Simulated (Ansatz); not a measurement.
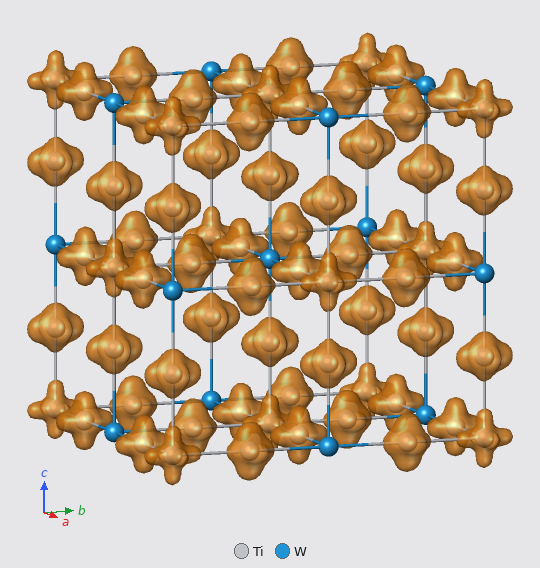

*Ti₇W. Isosurfaces of the spin density at +0.15 (orange) and −0.15 e/Å³ (purple), seen slightly off an axis. Sticks mark near contacts.*

Space group Fm-3m; a structure generated by program, which may or may not match a known phase; spin-polarised.

Level of theory: DFT PBE, scalar-relativistic, plane waves, PAW (Ansatz 0.2.0).

The density is the valence pseudo-density of a PAW calculation; it isn't the true density close to the nuclei.

### Where is the spin, and how is it ordered?

The spin density sits on Ti: +0.6 μB (×24) and +0.4 μB (×4) in one cell of 32 atoms, with smaller moments on other sites: W (up to −0.11 μB): parallel moments on the main sites in this solution. The cell of the calculation (8 atoms) carries 5.9 μB of net spin moment. Only one sign reaches the isovalue.
